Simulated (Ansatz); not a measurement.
# NaCl (rock salt), generalised stacking-fault energy along a line

NaCl (rock salt) is sheared across one {100} plane: the third cell vector gains the shift, so faults repeat every 8.5 Å. The cut lies between planes 2.85 Å apart; the cell height is held.

```
CELL_PARAMETERS angstrom
      4.02735     0.00000     0.00000
      0.00000     4.02735     0.00000
      2.01367     2.01367     8.54329
ATOMIC_POSITIONS crystal
  Cl 0.00000 0.00000 0.83333
  Cl 0.33333 0.33333 0.16667
  Cl 0.66667 0.66667 0.50000
  Na 0.50000 0.50000 0.83333
  Na 0.83333 0.83333 0.16667
  Na 0.16667 0.16667 0.50000
```

In-plane vectors a = (4.027, 0.000) Å, b = (0.000, 4.027) Å, area 16.22 Å². The shift is s times the vector a (length 4.027 Å), so s = 1 restores the start. Atoms relax along the normal only. γ = [E(shift) − E(0)] / area.

The numbers are results of PBE (plane waves to 420 eV, PAW, scalar-relativistic; Ansatz, a first-principles code), not measurements. k mesh 7×7×7 (Γ-centred), Fermi-Dirac smearing 0.05 eV. E is the zero-smearing estimate. Stress and pressure are positive under compression. Faults lie only 8.5 Å apart, and holding the cell height raises γ above its relaxed value. NaCl was relaxed with its symmetry unable to fall. γ is measured from zero shift.

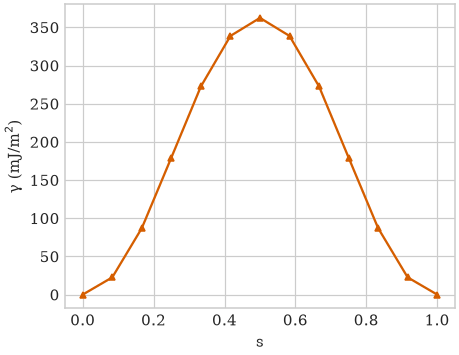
*γ (mJ/m²) against s; one marker a computed point (the last repeats the first, one period on).*

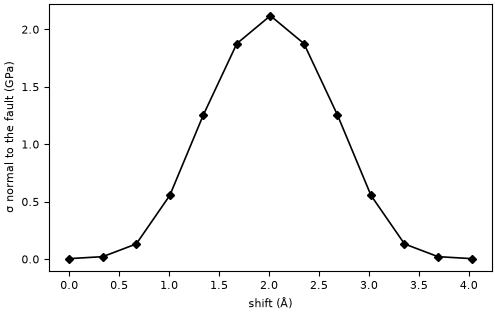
Figure: σ normal to the fault (GPa) against shift (Å); markers are the computed points, lines only join them (the last repeats the first, one period on).

The steepest slope dγ/d(shift) before the first maximum (spline) comes out as 2.9 GPa and the highest computed γ on the line is 362 mJ/m². Local minima between the ends: no computed point is one. Position of the highest point: s = 0.500.

A slope of 1 mJ/m² per Å is 0.01 GPa.

(The slope of γ gives the shear force per area between the displaced halves; near zero shift its curvature is an elastic stiffness.)
